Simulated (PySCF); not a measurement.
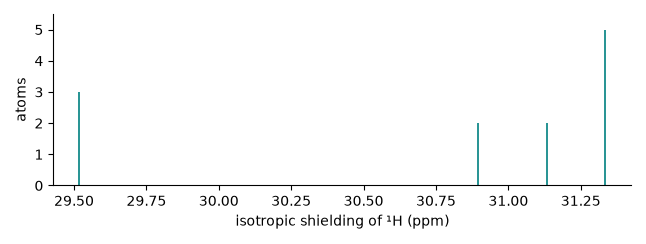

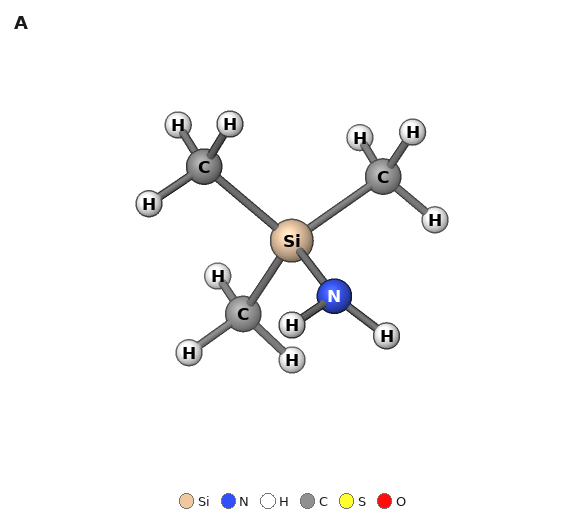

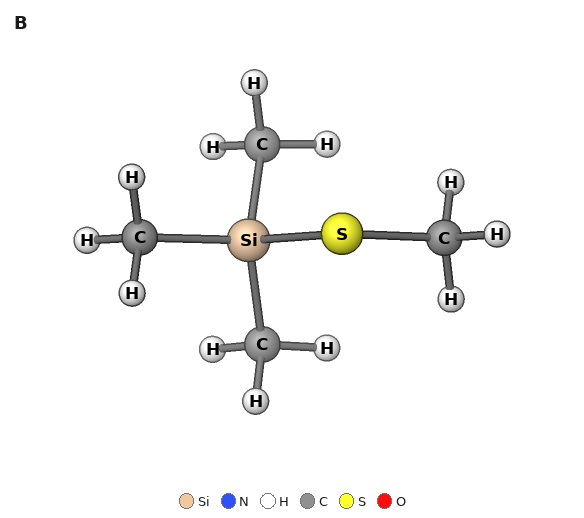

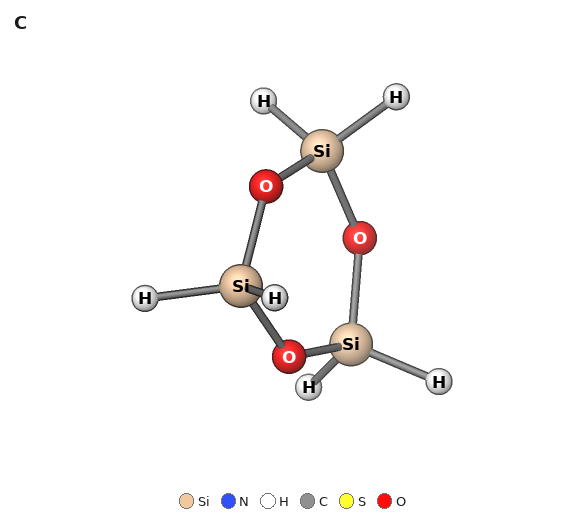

The sticks are computed shieldings of one of the molecules, for one fixed geometry (PBE0-D3(BJ)/def2-SVP) without averaging over rotations. Low shielding means a high chemical shift. Method: GIAO B3LYP/pcSseg-1 NMR shielding, non-relativistic, gas phase (PySCF 2.14.0).

**Match the spectrum to a structure.**

B, `CS[Si](C)(C)C`. Its 12 H atoms give lines at 29.52 (3 atoms), 30.90 (2 atoms), 31.13 (2 atoms), 31.33 (5 atoms) ppm.
